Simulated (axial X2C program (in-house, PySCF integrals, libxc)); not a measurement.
# Relativistic diatomic calculation for AlLi⁻

AlLi⁻, single determinant with Ω = 3/2. Computed at this level: PBE0, two-component X2C with atomic mean-field Coulomb and Gaunt terms, Al dyall-av3z, Li dyall-av3z (cores contracted) (axial X2C program (in-house, PySCF integrals, libxc)).

## Results in brief

| quantity | value |
| --- | --- |
| outcome | converged; a filled level lies above zero |
| bond length rₑ | 2.556 Å |
| ωₑ | 344.6 cm⁻¹ |
| energy at the minimum | −250.19436 hartree |
| depth below the fragments | 1.04 eV |
| hardware | 1 thread of Arm Neoverse N1, 24 GiB of memory available, shared host |
| wall time | 4.5 s |

## Notes

The highest filled level (PBE0, up to 0.42 eV) lies above zero. That is common for anions, where the functional's self-interaction leaves the outer electrons unbound; only the finite basis holds them, so such levels depend on it.

## Input
```
{"zs": [13, 3], "q": -1, "bas": ["dyall-av3z", "dyall-av3z"], "levels": ["PBE0", "HF", "B97-3"], "cc": true, "r0": 2.59, "thr": -2.0, "nmax": 90, "npts": 10, "nst": 2, "ntry": 6}
```

The line is the task of a batch: nuclear charges, charge, bases, the levels to run, a first guess of the distance and further settings. This report covers PBE0 with spin-orbit coupling. The log is that of the reference distance 2.561 Å.

Launched within a batch (the task file carries these settings):
```bash
python <driver script> task.json out
```

## Log
```
two-component X2C + atomic mean field  PBE0
basis functions 116  fitting functions 552  grid points 4364
iter        total energy     max residual
   1       -249.963516991     6.71e-01
   2       -250.191651406     8.98e-03
   3       -250.188635138     1.04e-02
   4       -250.194277675     1.53e-03
   5       -250.194338474     8.24e-04
   6       -250.194357604     4.38e-05
   7       -250.194357789     1.29e-05
   8       -250.194357812     6.06e-06
   9       -250.194357818     2.93e-06
  10       -250.194357820     9.27e-07
converged
one-electron -366.04963376  Coulomb 128.30366481  exact exchange -5.00444362  xc functional -15.47429170  nuclear repulsion 8.05853621  atomic mean-field constant -0.02818977
```

## The points of the curve

| R (Å) | E (hartree) | dipole (D; origin at the first atom, positive when the second is positive) | highest filled (eV) | lowest empty (eV) |
| --- | --- | --- | --- | --- |
| 2.228 | −250.187477 | −2.53 | 0.38 | 1.34 |
| 2.330 | −250.191458 | −2.63 | 0.40 | 1.33 |
| 2.407 | −250.193202 | −2.74 | 0.41 | 1.33 |
| 2.484 | −250.194112 | −2.87 | 0.42 | 1.32 |
| 2.561 | −250.194358 | −3.02 | 0.42 | 1.32 |
| 2.651 | −250.193994 | −3.22 | 0.42 | 1.31 |
| 2.740 | −250.193111 | −3.43 | 0.42 | 1.31 |
| 2.856 | −250.191447 | −3.71 | 0.41 | 1.31 |
| 2.996 | −250.188934 | −4.06 | 0.41 | 1.30 |
| 3.201 | −250.184921 | −4.55 | 0.39 | 1.30 |

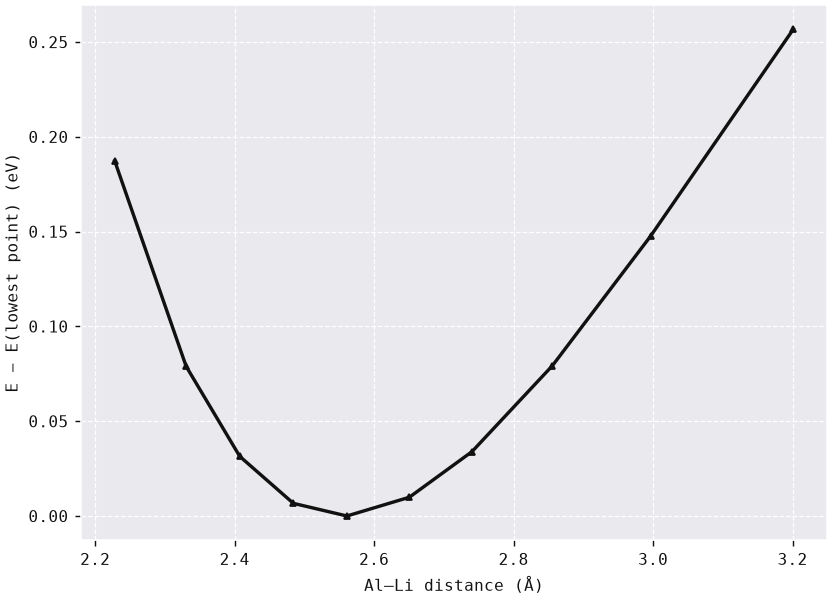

**Figure 1.** Energy at 10 bond lengths, for one set of occupations held fixed; the line joins the points. A polynomial of degree 6 through 9 points gives rₑ = 2.556 Å, ωₑ = 344.6 cm⁻¹, ωₑxₑ = 3.8 cm⁻¹ and Bₑ = 0.4636 cm⁻¹. The minimum lies 1.04 eV below Al⁻ + Li, each computed as one determinant at the same level.

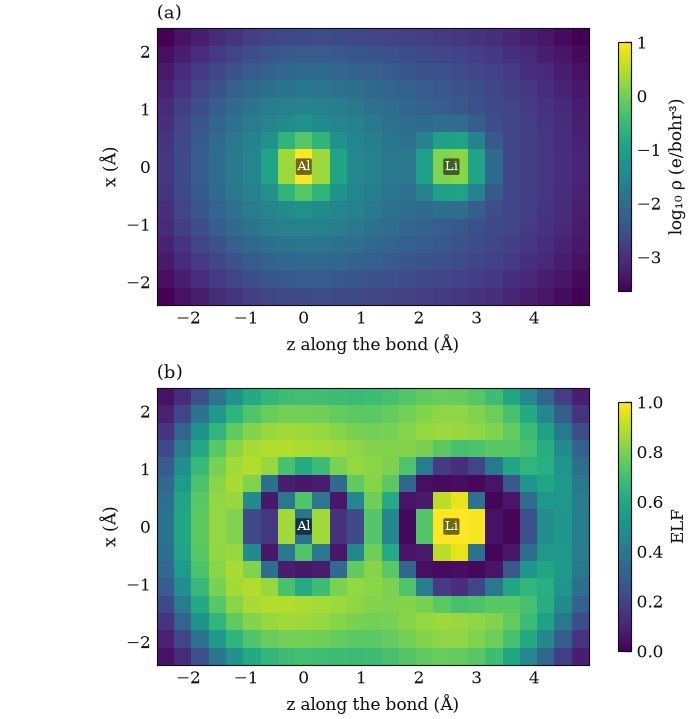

**Figure 2.** (a) electron density on a logarithmic scale; (b) electron localisation function, in a plane that holds the axis, at 2.56 Å, on points 0.3 Å apart (one half computed, the other mirrored); the structure near the nuclei is finer than these points.

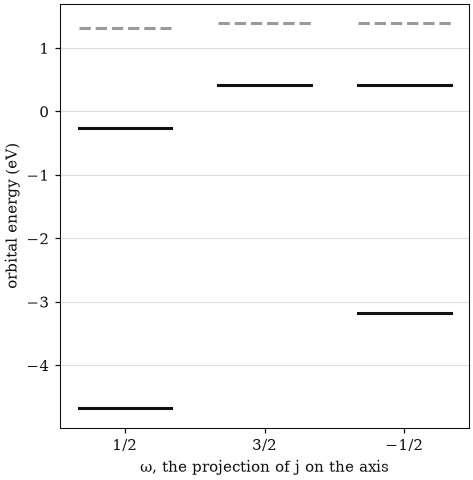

**Figure 3.** Orbital energies near the frontier at 2.56 Å, filled (solid) and empty (dashed). The highest filled spinor (3/2; 62 % Al p, 33 % Li p) lies at 0.42 eV, the lowest empty one (1/2; 76 % Li p, 21 % Li s) at 1.32 eV. A filled level above zero is held only by the finite basis .
